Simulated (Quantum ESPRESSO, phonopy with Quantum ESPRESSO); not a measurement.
# GaP (F-43m): phonons against volume, part 6 of 8

Wanted: mode Grüneisen parameters of GaP and a free-energy fit over volumes.

Experimental results on record:
- volume expansion coefficient 15.9 1e-6/K, heat capacity C_P per formula unit 44.2 J/mol/K and bulk modulus 88.7 GPa near room temperature (given in “High-Throughput Prediction of Finite-Temperature Properties using the Quasi-Harmonic Approximation”, 2016, arXiv:1603.06924)

Quantum ESPRESSO 7.5; DFT LDA, scalar-relativistic, plane waves, GBRV ultrasoft pseudopotentials.

So far, gap on the k-mesh (eV): step 2 (probe on a coarse mesh) 1.49; step 3 (finding the static equilibrium) 1.42; step 4 (self-consistent run) 1.43.

## (8) Lattice dynamics at this volume, V/V0 1

This step: DFT LDA, scalar-relativistic, plane waves, GBRV ultrasoft pseudopotentials (phonopy with Quantum ESPRESSO 4.10.0 / 7.5).

It took 2.6 min on 8 threads of Arm Neoverse V2, shared host.

Numbers from this step:

```
point group                              : -43m
highest frequency                        : 396.5 cm⁻¹
Debye temperature from the second moment : 520 K
lowest frequency on the path             : 0 cm⁻¹
zero-point energy                        : 0.09328 eV/cell
Γ frequencies                            : 0, 0, 0, 366.9, 366.9, 366.9 cm⁻¹ (negative: imaginary)
```

Phonopy, LO-TO term from ph.x's tensors. Phonon branches along the path, in cm⁻¹:

| point | branch 1 | branch 2 | branch 3 | branch 4 | branch 5 | branch 6 |
| --- | --- | --- | --- | --- | --- | --- |
| Γ | 0 | 0 | 0 | 367 | 367 | 396 |
| X | 101 | 101 | 253 | 363 | 363 | 368 |
| U | 96 | 151 | 230 | 351 | 363 | 378 |
| jump to K | 96 | 151 | 230 | 351 | 363 | 378 |
| Γ | 0 | 0 | 0 | 367 | 367 | 396 |
| L | 78 | 78 | 234 | 364 | 364 | 372 |
| W | 121 | 150 | 223 | 347 | 367 | 377 |
| X | 101 | 101 | 253 | 363 | 363 | 368 |

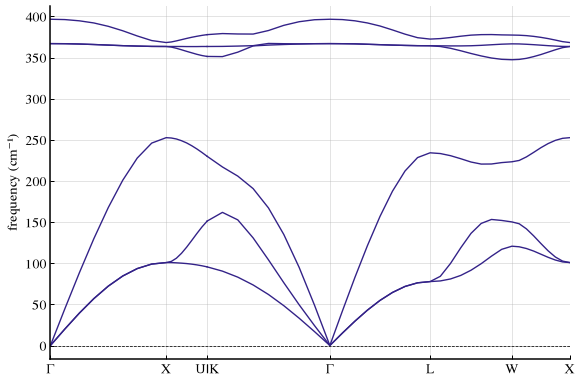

Phonon branches along the path.

Harmonic. Thermo, by row:

| T (K) | F_vib (meV/atom) | S (J/mol-atom/K) | C_V (J/mol-atom/K) |
| --- | --- | --- | --- |
| 0 | 46.64 | 0 | 0 |
| 50 | 46.24 | 2.58 | 5.031 |
| 100 | 43.53 | 7.925 | 10.9 |
| 150 | 38.03 | 13.28 | 15.56 |
| 200 | 29.85 | 18.21 | 18.59 |
| 250 | 19.26 | 22.57 | 20.47 |
| 300 | 6.54 | 26.42 | 21.66 |
| 350 | -8.05 | 29.82 | 22.45 |
| 400 | -24.3 | 32.86 | 22.99 |
| 450 | -42.05 | 35.59 | 23.37 |
| 500 | -61.14 | 38.06 | 23.66 |
| 550 | -81.46 | 40.33 | 23.87 |
| 600 | -102.9 | 42.41 | 24.04 |
| 650 | -125.4 | 44.34 | 24.16 |
| 700 | -148.8 | 46.14 | 24.27 |
| 750 | -173.2 | 47.82 | 24.35 |
| 800 | -198.4 | 49.39 | 24.42 |
| 850 | -224.4 | 50.87 | 24.48 |
| 900 | -251.1 | 52.27 | 24.53 |
| 950 | -278.5 | 53.6 | 24.57 |
| 1000 | -306.6 | 54.86 | 24.61 |

The modes has structure finer than the step of the table below, so its rows give means over 25 cm⁻¹, whole bins alone (the curve runs from -10 to 418 cm⁻¹). Peaks (cm⁻¹: height): Ga 95.0: 0.0260, 221.6: 0.0314, 364.3: 0.0468, 377.7: 0.0145; P 364.3: 0.142, 377.7: 0.0764.

Phonopy on the run's constants, 19x19x19 mesh, Gaussian sigma 3.1 cm⁻¹. The modes by wavenumber; means over each step; values in 1/cm⁻¹/cell:

| wavenumber (cm⁻¹) | Ga | P |
| --- | --- | --- |
| 25 | 9.6e-4 | 4.2e-4 |
| 50 | 0.00440 | 0.00179 |
| 75 | 0.0167 | 0.00599 |
| 100 | 0.0212 | 0.00649 |
| 125 | 0.0108 | 0.00310 |
| 150 | 0.00999 | 0.00271 |
| 175 | 0.00326 | 7.9e-4 |
| 200 | 0.00777 | 0.00113 |
| 225 | 0.0193 | 9.8e-4 |
| 250 | 0.00203 | 4.9e-5 |
| 275 | 0 | 0 |
| 300 | 0 | 0 |
| 325 | 0 | 1.1e-6 |
| 350 | 0.00532 | 0.0294 |
| 375 | 0.0170 | 0.0636 |
| 400 | 0.00107 | 0.00325 |

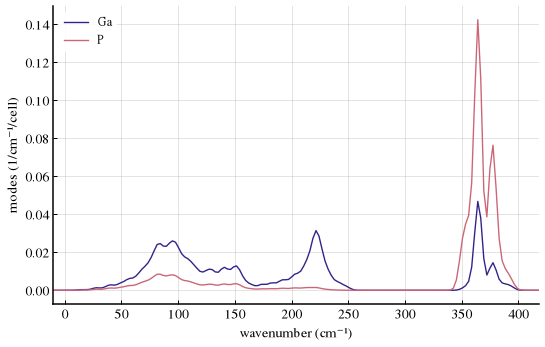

Modes, plotted against wavenumber.

No LO-TO term. Modes at Γ, with each element's share of the kinetic energy:

| mode | frequency (cm⁻¹) | symmetry | Ga % | P % |
| --- | --- | --- | --- | --- |
| 1 | 0.0 | T2 | 69 | 31 |
| 2 | 0.0 | T2 | 69 | 31 |
| 3 | 0.0 | T2 | 69 | 31 |
| 4 | 366.9 | T2 | 31 | 69 |
| 5 | 366.9 | T2 | 31 | 69 |
| 6 | 366.9 | T2 | 31 | 69 |

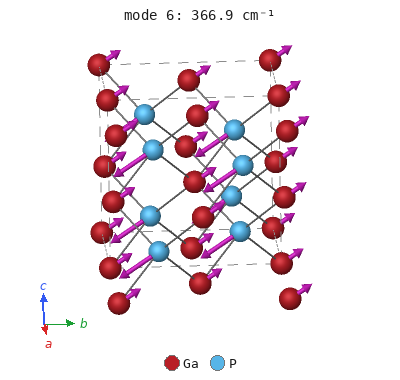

Displacement patterns of mode 6 at Γ; arrows are exaggerated. Bonds to atoms that aren't drawn are left out. 2×1×1 conventional cells are drawn. Some periodic images of atoms are drawn too.

No mode is imaginary beyond numerical noise along the path.

The time given is that of the 2 pw.x runs on displaced cells behind this step.

## (9) Ground state at this cell, V/V0 1.015

A tight ground state at this cell gives the energy of this member; its pressure is the stress at this cutoff, which can carry an offset from the finite basis.

This step: DFT LDA, scalar-relativistic, plane waves, GBRV ultrasoft pseudopotentials (Quantum ESPRESSO 7.5).

System of this step: GaP. The structure is cubic, space group F-43m (No. 216). Conventional cell: a = 5.413 Å, b = 5.413 Å, c = 5.413 Å, α = 90.00°, β = 90.00°, γ = 90.00°. Nearest to Ga lie 4 P at 2.34 Å. P has 4 Ga at 2.34 Å nearest. Farther neighbours are not listed.

Contents of scf.in:

```
 &control
    calculation='scf',
    prefix='x',
    outdir='./tmp',
    pseudo_dir='./pseudo',
    tprnfor=.true.,
    tstress=.true.,
 /
 &system
    ibrav=0,
    nat=2,
    ntyp=2,
    ecutwfc=45.0,
    ecutrho=270.0,
    occupations='fixed',
    nbnd=14,
 /
 &electrons
    conv_thr=1.0d-12,
    mixing_beta=0.7,
    electron_maxstep=100,
 /
ATOMIC_SPECIES
 Ga     69.7230  Ga.upf
 P      30.9738  P.upf
CELL_PARAMETERS angstrom
     0.000000000    2.706298117    2.706298117
     2.706298117    0.000000000    2.706298117
     2.706298117    2.706298117    0.000000000
ATOMIC_POSITIONS crystal
 Ga     0.000000000   0.000000000   0.000000000
 P      0.250000000   0.250000000   0.250000000
K_POINTS automatic
 8 8 8 0 0 0
```

On the command line:

```bash
$ OMP_NUM_THREADS=1 mpirun -n 8 pw.x -nk 8 -in scf.in > scf.out
```

Log:

```text
[banner, memory and clock lines left out]
Program PWSCF v.7.5

     Message from routine setup:
     using ibrav=0 with symmetry is DISCOURAGED, use correct ibrav instead

     G-vector sticks info

     bravais-lattice index     =            0
     lattice parameter (alat)  =       7.2325  a.u.
     unit-cell volume          =     267.5183 (a.u.)^3
     number of atoms/cell      =            2
     number of atomic types    =            2
     number of electrons       =        24.00
[...]
atom    2 type  2   force =    -0.00000000    0.00000000    0.00000000

     Total force =     0.000000     Total SCF correction =     0.000000

     Computing stress (Cartesian axis) and pressure

          total   stress  (Ry/bohr**3)                   (kbar)     P=      -14.09
[...]
0.00000000  -0.00009579   0.00000000            0.00      -14.09        0.00
   0.00000000   0.00000000  -0.00009579            0.00        0.00      -14.09

     XML data file, charge density, pseudopotentials, collected wavefunctions
[key lines of the parts left out:]
!    total energy              =    -430.59491961 Ry
convergence has been achieved in  15 iterations
```

Run time: 2.9 s. Hardware: 8 MPI ranks; 23 s of CPU time.

At this level the gap is 1.46 eV on the k-mesh of the self-consistent run, which can miss the band edges.

## (10) Zone-centre response

In a polar crystal the Born charges and ε∞ give the long-range dipole term that a finite supercell misses. They are those of this k-mesh and were not tested on a denser one; where the gap is small they converge slowly, and the LO modes with them.

Contents of ph.in:

```
phonons
 &inputph
    prefix='x',
    outdir='./tmp',
    fildyn='x.dyn',
    tr2_ph=1.0d-18,
    epsil=.true.,
 /
0.000000000 0.000000000 0.000000000
```

scf.in is that of step 9.

On the command line:

```bash
$ OMP_NUM_THREADS=1 mpirun -n 8 ph.x -nk 8 -in ph.in > ph.out
```

Log:

```text
[banner, memory and clock lines left out]
Program PHONON v.7.5

     ./tmp/x.save/

     IMPORTANT: XC functional enforced from input :
     Exchange-correlation= PZ
                           (   1   1   0   0   0   0   0)
     Any further DFT definition will be discarded
     Please, verify this is what you really want

     G-vector sticks info

     Reading collected, re-writing distributed wavefunctions in ./tmp/

     Number and degeneracy of irreps per q-point
       N         xq(1)         xq(2)         xq(3)   N irreps
[...]
freq (    1) =      -0.210545 [THz] =      -7.023012 [cm-1]
     freq (    2) =      -0.210545 [THz] =      -7.023012 [cm-1]
     freq (    3) =      -0.210545 [THz] =      -7.023012 [cm-1]
     freq (    4) =      10.787935 [THz] =     359.846780 [cm-1]
     freq (    5) =      10.787935 [THz] =     359.846780 [cm-1]
     freq (    6) =      10.787935 [THz] =     359.846780 [cm-1]
 **************************************************************************

     Mode symmetry, T_d (-43m)  point group:

     freq (   1-   3) =         -7.0  [cm-1]   --> T_2  G_15 P_4   I+R
     freq (   4-   6) =        359.8  [cm-1]   --> T_2  G_15 P_4   I+R
```

The job ended after 47 s (8 MPI ranks).

ε∞:

```
11.73  0.00  0.00
 0.00 11.73  0.00
 0.00  0.00 11.73
```

The Born charges sum to zero within 0.12 e; the rest is removed before use. Acoustic frequencies in this log differ from zero by the error of the sum rule, which ph.x does not impose.

## (11) A displaced supercell

One atom (for the harmonic constants) or a pair of atoms (for the cubic ones) is moved by a few hundredths of an ångström; the forces on all atoms give a column of force constants. The threshold is tight because the forces are small.

System of this step: GaP. Symmetry: Cm, No. 8, monoclinic system. The conventional cell has a = 13.258 Å, b = 7.655 Å, c = 7.655 Å, α = 90.00°, β = 125.26°, γ = 90.00°. Nearest to Ga lie 4 P at 2.33 to 2.36 Å. Nearest to Ga lie 4 P at 2.34 Å. Ga has 4 P at 2.34 Å nearest. Ga has 4 P at 2.34 Å nearest. Farther neighbours are not listed.

Contents of disp-00001.in:

```
 &control
    calculation='scf',
    prefix='x',
    outdir='./tmp',
    pseudo_dir='./pseudo',
    tprnfor=.true.,
    disk_io='none',
 /
 &system
    ibrav=0,
    nat=16,
    ntyp=2,
    ecutwfc=45.0,
    ecutrho=270.0,
    occupations='fixed',
    nbnd=98,
 /
 &electrons
    conv_thr=1.0d-11,
    mixing_beta=0.7,
    electron_maxstep=100,
 /
ATOMIC_SPECIES
 Ga     69.7230  Ga.upf
 P      30.9738  P.upf
CELL_PARAMETERS angstrom
     0.000000000    5.412596234    5.412596234
     5.412596234    0.000000000    5.412596234
     5.412596234    5.412596234    0.000000000
ATOMIC_POSITIONS crystal
 Ga     0.002612819   0.000000000   0.000000000
 Ga     0.500000000   0.000000000   0.000000000
 Ga     0.000000000   0.500000000   0.000000000
 Ga     0.500000000   0.500000000   0.000000000
 Ga     0.000000000   0.000000000   0.500000000
 Ga     0.500000000   0.000000000   0.500000000
 Ga     0.000000000   0.500000000   0.500000000
 Ga     0.500000000   0.500000000   0.500000000
 P      0.125000000   0.125000000   0.125000000
 P      0.625000000   0.125000000   0.125000000
 P      0.125000000   0.625000000   0.125000000
 P      0.625000000   0.625000000   0.125000000
 P      0.125000000   0.125000000   0.625000000
 P      0.625000000   0.125000000   0.625000000
 P      0.125000000   0.625000000   0.625000000
 P      0.625000000   0.625000000   0.625000000
K_POINTS automatic
 3 3 3 0 0 0
```

On the command line:

```bash
$ OMP_NUM_THREADS=1 mpirun -n 4 pw.x -nk 4 -in disp-00001.in > disp-00001.out
```

Log:

```text
[banner, memory and clock lines left out]
Program PWSCF v.7.5

     Message from routine setup:
     using ibrav=0 with symmetry is DISCOURAGED, use correct ibrav instead

     G-vector sticks info

     bravais-lattice index     =            0
     lattice parameter (alat)  =      14.4650  a.u.
     unit-cell volume          =    2140.1464 (a.u.)^3
     number of atoms/cell      =           16
     number of atomic types    =            2
     number of electrons       =       192.00
[...]
atom    1 type  1   force =    -0.00023223   -0.00608480   -0.00608480
     atom    2 type  1   force =     0.00000570    0.00077708    0.00077708
     atom    3 type  1   force =     0.00038579   -0.00059278    0.00039067
[...]
atom   15 type  2   force =    -0.00010328   -0.00000071   -0.00000071
     atom   16 type  2   force =     0.00009993   -0.00000259   -0.00000259

     Total force =     0.010611     Total SCF correction =     0.000016
     Message from routine punch:
     Nothing written, as per user request (disk_io='none')
[key lines of the parts left out:]
!    total energy              =   -3444.75006982 Ry
convergence has been achieved in  17 iterations
```

The job ended after 2.5 min (4 MPI ranks; 10 min of CPU time).

## (12) Lattice dynamics at this volume, V/V0 1.015

This step: DFT LDA, scalar-relativistic, plane waves, GBRV ultrasoft pseudopotentials (phonopy with Quantum ESPRESSO 4.10.0 / 7.5).

Elapsed: 2.7 min, on 8 threads.

No mode is imaginary beyond numerical noise along the path. The highest zone-centre mode (no LO–TO term) moved by -1.8 % for a volume change of +1.5 %.

The time given is that of the 2 pw.x runs on displaced cells behind this step.

## (13) Self-consistent run, V/V0 0.985

A tight ground state at this cell gives the energy of this member; its pressure is the stress at this cutoff, which can carry an offset from the finite basis.

This step: DFT LDA, scalar-relativistic, plane waves, GBRV ultrasoft pseudopotentials (Quantum ESPRESSO 7.5).

System of this step: GaP. It takes space group F-43m (No. 216, cubic). Conventional cell: a = 5.359 Å, b = 5.359 Å, c = 5.359 Å, α = 90.00°, β = 90.00°, γ = 90.00°. Nearest to Ga lie 4 P at 2.32 Å. P has 4 Ga at 2.32 Å nearest. Farther neighbours are not listed.

scf.in, as its differences from that of step 10:

```diff
@@ -26,5 +26,5 @@
 CELL_PARAMETERS angstrom
-     0.000000000    2.706298117    2.706298117
-     2.706298117    0.000000000    2.706298117
-     2.706298117    2.706298117    0.000000000
+     0.000000000    2.679367991    2.679367991
+     2.679367991    0.000000000    2.679367991
+     2.679367991    2.679367991    0.000000000
 ATOMIC_POSITIONS crystal
```

On the command line:

```bash
$ OMP_NUM_THREADS=1 mpirun -n 8 pw.x -nk 8 -in scf.in > scf.out
```

Log:

```text
[banner, memory and clock lines left out]
Program PWSCF v.7.5

     Message from routine setup:
     using ibrav=0 with symmetry is DISCOURAGED, use correct ibrav instead

     G-vector sticks info

     bravais-lattice index     =            0
     lattice parameter (alat)  =       7.1605  a.u.
     unit-cell volume          =     259.6114 (a.u.)^3
     number of atoms/cell      =            2
     number of atomic types    =            2
     number of electrons       =        24.00
[...]
atom    2 type  2   force =     0.00000000    0.00000000   -0.00000000

     Total force =     0.000000     Total SCF correction =     0.000000

     Computing stress (Cartesian axis) and pressure

          total   stress  (Ry/bohr**3)                   (kbar)     P=       13.29
[...]
-0.00000000   0.00009036   0.00000000           -0.00       13.29        0.00
  -0.00000000   0.00000000   0.00009036           -0.00        0.00       13.29

     XML data file, charge density, pseudopotentials, collected wavefunctions
[key lines of the parts left out:]
!    total energy              =    -430.59470465 Ry
convergence has been achieved in  17 iterations
```

Elapsed: 3.1 s, on 8 MPI ranks.

The run ends at a pressure of 1.33 GPa.

## (14) Born charges and dielectric tensor

In a polar crystal the Born charges and ε∞ give the long-range dipole term that a finite supercell misses. They are those of this k-mesh and were not tested on a denser one; where the gap is small they converge slowly, and the LO modes with them.

ph.in is that of step 10.

scf.in is that of step 13.

On the command line:

```bash
$ OMP_NUM_THREADS=1 mpirun -n 8 ph.x -nk 8 -in ph.in > ph.out
```

Log:

```text
[banner, memory and clock lines left out]
Program PHONON v.7.5

     ./tmp/x.save/

     IMPORTANT: XC functional enforced from input :
     Exchange-correlation= PZ
                           (   1   1   0   0   0   0   0)
     Any further DFT definition will be discarded
     Please, verify this is what you really want

     G-vector sticks info

     Reading collected, re-writing distributed wavefunctions in ./tmp/

     Number and degeneracy of irreps per q-point
       N         xq(1)         xq(2)         xq(3)   N irreps
[...]
freq (    1) =      -0.116071 [THz] =      -3.871717 [cm-1]
     freq (    2) =      -0.116071 [THz] =      -3.871717 [cm-1]
     freq (    3) =      -0.116071 [THz] =      -3.871717 [cm-1]
     freq (    4) =      11.191138 [THz] =     373.296191 [cm-1]
     freq (    5) =      11.191138 [THz] =     373.296191 [cm-1]
     freq (    6) =      11.191138 [THz] =     373.296191 [cm-1]
 **************************************************************************

     Mode symmetry, T_d (-43m)  point group:

     freq (   1-   3) =         -3.9  [cm-1]   --> T_2  G_15 P_4   I+R
     freq (   4-   6) =        373.3  [cm-1]   --> T_2  G_15 P_4   I+R
```

Run time: 46 s. Hardware: 8 MPI ranks; 6.1 min of CPU time.

The Born charges sum to zero within 0.12 e; the rest is removed before use. Acoustic frequencies in this log differ from zero by the error of the sum rule, which ph.x does not impose.

## (15) A displaced supercell

One atom (for the harmonic constants) or a pair of atoms (for the cubic ones) is moved by a few hundredths of an ångström; the forces on all atoms give a column of force constants. The threshold is tight because the forces are small.

System of this step: GaP. Symmetry: Cm, No. 8, monoclinic system. The conventional cell has a = 13.126 Å, b = 7.578 Å, c = 7.578 Å, α = 90.00°, β = 125.26°, γ = 90.00°. Ga has 4 P at 2.30 to 2.34 Å nearest. Nearest to Ga lie 4 P at 2.32 Å. Ga has 4 P at 2.32 Å nearest. Nearest to Ga lie 4 P at 2.32 Å. Farther neighbours are not listed.

disp-00001.in, as its differences from that of step 11:

```diff
@@ -26,7 +26,7 @@
 CELL_PARAMETERS angstrom
-     0.000000000    5.412596234    5.412596234
-     5.412596234    0.000000000    5.412596234
-     5.412596234    5.412596234    0.000000000
+     0.000000000    5.358735982    5.358735982
+     5.358735982    0.000000000    5.358735982
+     5.358735982    5.358735982    0.000000000
 ATOMIC_POSITIONS crystal
- Ga     0.002612819   0.000000000   0.000000000
+ Ga     0.002639080   0.000000000   0.000000000
  Ga     0.500000000   0.000000000   0.000000000
```

On the command line:

```bash
$ OMP_NUM_THREADS=1 mpirun -n 4 pw.x -nk 4 -in disp-00001.in > disp-00001.out
```

Log:

```text
[banner, memory and clock lines left out]
Program PWSCF v.7.5

     Message from routine setup:
     using ibrav=0 with symmetry is DISCOURAGED, use correct ibrav instead

     G-vector sticks info

     bravais-lattice index     =            0
     lattice parameter (alat)  =      14.3211  a.u.
     unit-cell volume          =    2076.8909 (a.u.)^3
     number of atoms/cell      =           16
     number of atomic types    =            2
     number of electrons       =       192.00
[...]
atom    1 type  1   force =    -0.00025521   -0.00656330   -0.00656330
     atom    2 type  1   force =     0.00000477    0.00079994    0.00079994
     atom    3 type  1   force =     0.00039658   -0.00059309    0.00040346
[...]
atom   15 type  2   force =    -0.00010448   -0.00000298   -0.00000298
     atom   16 type  2   force =     0.00010215   -0.00000398   -0.00000398

     Total force =     0.011520     Total SCF correction =     0.000010
     Message from routine punch:
     Nothing written, as per user request (disk_io='none')
[key lines of the parts left out:]
!    total energy              =   -3444.74809895 Ry
convergence has been achieved in  17 iterations
```

Run time: 2.6 min. Hardware: 4 MPI ranks.

## (16) Phonons, V/V0 0.985

This step: DFT LDA, scalar-relativistic, plane waves, GBRV ultrasoft pseudopotentials (phonopy with Quantum ESPRESSO 4.10.0 / 7.5).

It took 2.6 min on 8 threads.

No mode is imaginary beyond numerical noise along the path. The highest zone-centre mode (no LO–TO term) moved by +1.9 % for a volume change of -1.5 %.

The time given is that of the 2 pw.x runs on displaced cells behind this step.

(Continued in part 7 of 8.)

[Logs are printed without paths, hosts, clocks, repeated set-up lines and the standing remarks that a program may print on its own settings, such as how far it seeks lower states.]

[Hosts, paths, dates, database ids (printed as entryN), source tags and the programs' standing remarks are cut or masked in the printed files.]

[A step with changed settings may run another functional than the one named; its input shows which.]

[Of the runs on displaced cells, only some may be shown.]
